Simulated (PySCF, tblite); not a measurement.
**C8H12OSi: geometry, infrared bands and NMR shifts**

Aim: predict the infrared bands and NMR shifts of C8H12OSi (`C=C1C=CO[Si@H]1C1CCC1`).

Programs: tblite 0.8.0 and PySCF 2.14.0, with density-fitted response routines of our own. Each step states its level of theory. These are calculated values for one molecule in the gas phase, unless marked as measured. Atoms count from 0, in the outputs and in this text.

### 1 The molecule as given

22 atoms, charge 0, multiplicity 1; geometry from: force field or distance geometry start.

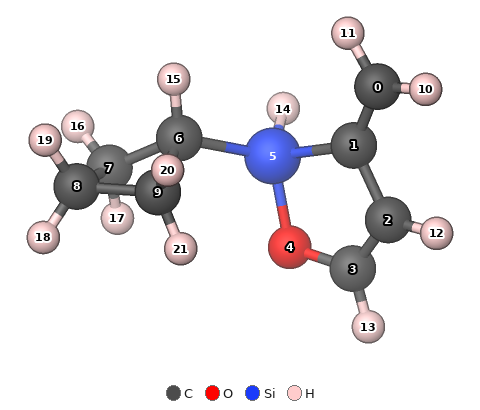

The starting geometry (carbon dark grey, oxygen red, silicon blue, hydrogen pink), atoms numbered; sticks join atoms by distance.

### 2 Optimising the geometry with GFN2-xTB

What the job is given:

```
{"job": {"kind": "relax", "xc": "GFN2-xTB", "basis": "xTB"}, "charge": 0, "multiplicity": 1}
C      2.329600     1.917000     0.544700
C      2.021700     0.707900     0.071000
C      2.745300    -0.535400     0.355300
C      2.216900    -1.605900    -0.259900
O      1.088900    -1.484200    -1.047700
Si     0.634200     0.151000    -1.055000
C     -1.085100     0.490900    -0.318400
C     -2.256400    -0.291100    -0.940400
C     -2.859900    -0.378400     0.476300
C     -1.427000    -0.239700     1.014700
H      3.167100     2.080400     1.201300
H      1.724200     2.788400     0.286700
H      3.606200    -0.567300     0.997900
H      2.588000    -2.628100    -0.192900
H      0.796100     0.741700    -2.407800
H     -1.281000     1.568500    -0.250900
H     -2.862200     0.257200    -1.671700
H     -2.016100    -1.285400    -1.361000
H     -3.379800    -1.303600     0.729300
H     -3.507800     0.473300     0.735000
H     -1.321600     0.366000     1.924300
H     -0.931700    -1.203600     1.168000
```

The run is started by

```sh
OMP_NUM_THREADS=1 python probes_run.py task.json out
```

This one command runs all jobs of the session in turn.

**Question.** This job is followed by: GFN2-xTB harmonic vibrations, gas phase; GIAO PBE0/pcSseg-1 NMR shielding, non-relativistic, gas phase. Predict these results of the whole session: strongest single infrared mode (GFN2-xTB); zero-point energy (GFN2-xTB); 13C shifts against TMS (PBE0/pcSseg-1); 1H shifts against TMS (PBE0/pcSseg-1); 17O shifts against H2O (PBE0/pcSseg-1); 29Si shifts against TMS (PBE0/pcSseg-1).

**Answer**, as computed:

| quantity | value |
| --- | --- |
| strongest single infrared mode (GFN2-xTB) | 2262 cm⁻¹, 330 km/mol |
| zero-point energy (GFN2-xTB) | 110.9 kcal/mol |
| 13C shifts against TMS (PBE0/pcSseg-1) | 161.7, 152.1, 124.6, 121.2, 22.1, 22.1, 21.8, 21.6 ppm |
| 1H shifts against TMS (PBE0/pcSseg-1) | 6.87, 6.05, 6.04, 5.39, 5.25, 2.41, 2.31, 2.19, 2.11, 2.08, 2.03, 1.97 ppm |
| 17O shifts against H2O (PBE0/pcSseg-1) | 122.3 ppm |
| 29Si shifts against TMS (PBE0/pcSseg-1) | -1.7 ppm |

Over 80 steps the energy fell by 0.237 eV; of the close pairs, O4–Si5 changed most, 1.697 to 1.667 Å. All 60 modes are real, so the xTB geometry is a minimum. The strongest single mode, at 2262 cm⁻¹, moves mainly H14. GFN2-xTB is a fitted tight-binding method: band positions and strengths are rough. Its intensities can rank the bands wrongly. The most deshielded hydrogen is H13 (hydrogen on an alkene carbon bearing oxygen), at 6.87 ppm: attached to an sp2 carbon and in the plane of the double bond. At PBE0/pcSseg-1: Shielding is most anisotropic at C1 (span 225 ppm, paramagnetic term -230 ppm).
